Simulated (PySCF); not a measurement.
The calculation's input:

```
mol = gto.M(atom='''
La     0.11630     1.42161     0.00000
P     -0.00815    -0.19416     2.65986
H      1.26918    -0.49303     3.20678
H     -0.68931     0.49390     3.70025
H     -0.66445    -1.45126     2.57206
P     -0.00815    -0.19416    -2.65986
H      1.26918    -0.49303    -3.20678
H     -0.66445    -1.45126    -2.57206
H     -0.68931     0.49390    -3.70025''',
    basis={'La': 'lcecp-1-SVP', 'P': 'def2-SVP', 'H': 'def2-SVP'},
    ecp={'La': 'lcecp-1-SVP'},
    charge=3, spin=0)
mf = dft.RKS(mol, xc='TPSS')
mf.grids.atom_grid = (75, 302)  # f atoms: at least (60, 302), unpruned
mf = mf.density_fit()  # La AutoAux, P def2-universal-JKFIT, H def2-universal-JKFIT
mf.conv_tol = 1e-09; mf.max_cycle = 55
mf.kernel(dm0)
```

Run with:

```sh
OMP_NUM_THREADS=2 python run.py
```

Core potentials replace the inner electrons of La.

All numbers below come from PySCF 2.14.0, RKS TPSS, La lcecp-1-SVP with ECP46, P def2-SVP, H def2-SVP; non-relativistic Hamiltonian with scalar-relativistic core potentials where named; density fitting.

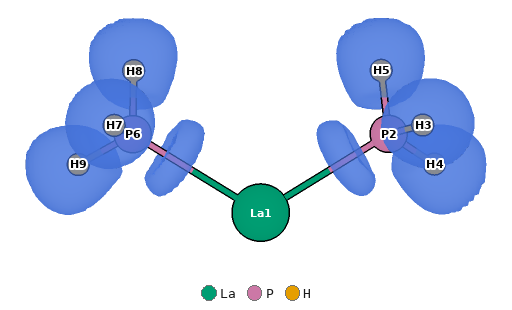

H6LaP2 (charge +3). Isosurface of the ELF at 0.85 (blue), seen across its widest extent. Core shells and regions of very low density are left out.

**Identify the bonds, lone pairs and shells in this picture.**

At this value the surface marks out six regions around hydrogen nuclei and two lobes of the valence shell of P pointing towards La.

Values along the shortest contacts:
La–P (3.11 Å): the ELF peaks at about 1 in the valence shell of P, 1.1 Å from its nucleus, and is about 0.60 at the midpoint. P–H (1.42 Å): the ELF climbs to about 1 towards the hydrogen, as it does in any bond to H.
